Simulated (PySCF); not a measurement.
## Electronic structure of C₈H₁₁BSi (SMILES B/C1=C/C=C\C=C/[SiH2]C1=C) in real space

```csv
atom,x (Å),y (Å),z (Å)
B,2.6206,-0.5200,0.7745
C,1.3182,-0.3772,-0.0335
C,0.6526,-1.4459,-0.5144
C,-0.5931,-1.3993,-1.2700
C,-1.8062,-1.0407,-0.8480
C,-2.2497,-0.6778,0.4916
C,-1.7846,0.2448,1.3343
Si,-0.4256,1.5240,1.0982
C,0.7490,0.9681,-0.2612
C,1.0675,1.6945,-1.3232
H,3.1375,-1.5656,0.8687
H,3.0931,0.4165,1.2928
H,1.0851,-2.4351,-0.4080
H,-0.5010,-1.7769,-2.2846
H,-2.6303,-1.1473,-1.5472
H,-3.1286,-1.2497,0.7878
H,-2.3162,0.3362,2.2758
H,-1.0217,2.8260,0.7611
H,0.3127,1.6253,2.3667
H,0.6617,2.6803,-1.4809
H,1.7502,1.3367,-2.0811
```

Geometry: GFN2-xTB.

Level of theory: PBE0/pcSseg-1, SCF density, gas phase, non-relativistic in PySCF.

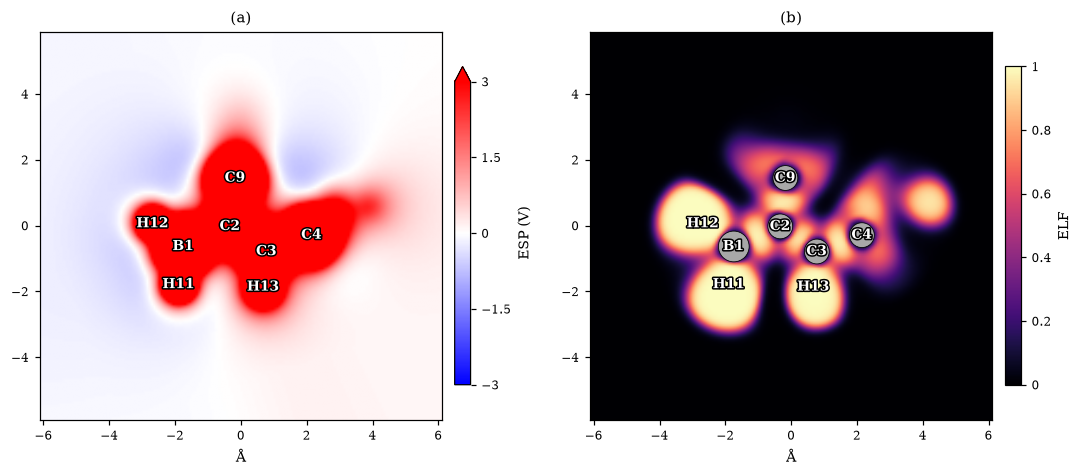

Figure 1. (a) molecular electrostatic potential; (b) electron localisation function on the plane of atoms C3, C2 and C9. Grey discs cover the atomic cores in the ELF map.

Q: Read the bonding off the picture.

A: Atoms in the plane: B, C and H. C–C (1.35 Å): the ELF peaks at about 0.95 between the atoms, as expected for a covalent bond. C–B (1.54 Å): the ELF peaks at about 1 between the atoms, as expected for a covalent bond. C–H (1.08 Å): the ELF climbs to about 1 towards the hydrogen, as it does in any bond to H; an ordinary covalent bond to hydrogen. C–C (1.48 Å): the ELF peaks at about 0.95 between the atoms (a covalent bond). B–H (1.17 Å): the ELF climbs to about 1 towards the hydrogen: a covalent bond by its length. Outside the dense part of the molecule the potential is most negative (−0.7 V) near C5, which lies off the plane.

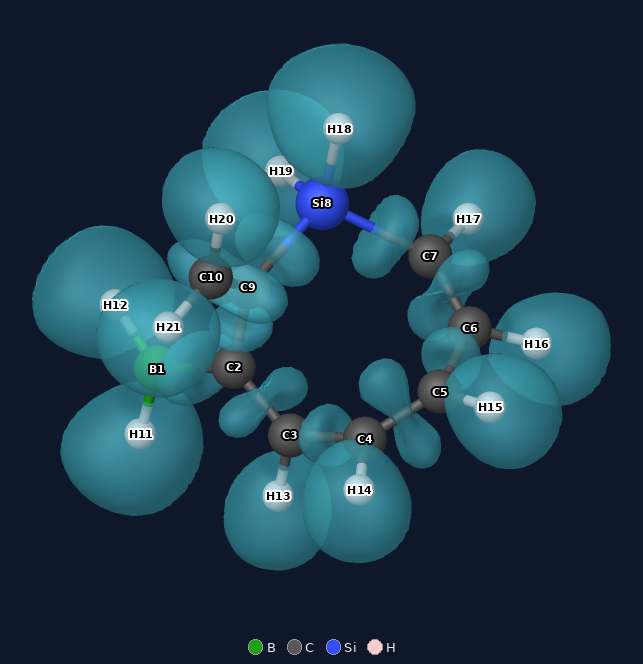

Figure 2. Isosurface of the electron localisation function at 0.8 (cyan), seen across its widest extent. Core shells and regions of very low density are left out.

Q: Describe the localisation domains.

A: The surface consists of one region between bonded B–C atoms (shared pairs), seven regions between bonded C–C atoms (shared pairs), two regions between bonded C–Si atoms (shared pairs) and eleven regions around hydrogen nuclei.


C–C (1.33 Å): the ELF peaks at about 0.90 between the atoms: a short, multiple covalent bond.

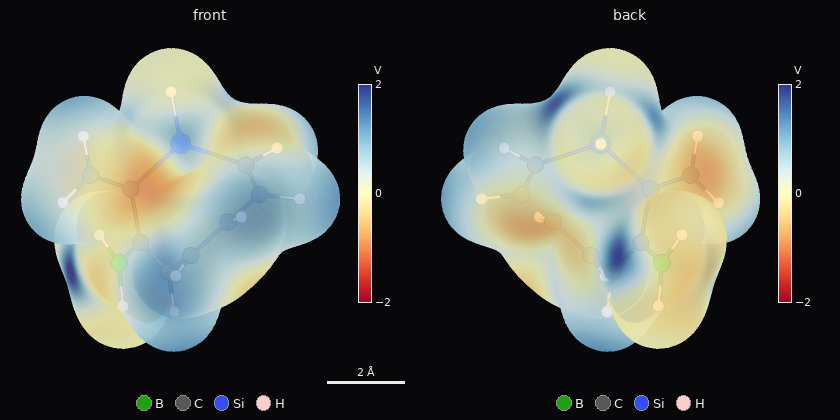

Figure 3. The molecular electrostatic potential painted on the density surface at 0.004 e/bohr³, seen from the front and from behind; red is negative and blue positive.

Q: Describe the electrostatic potential map.

A: The most negative region (about −0.8 V) lies over the π face of C4, C5, C9 and C10, the most positive (about +1.8 V) over B1 and Si8.
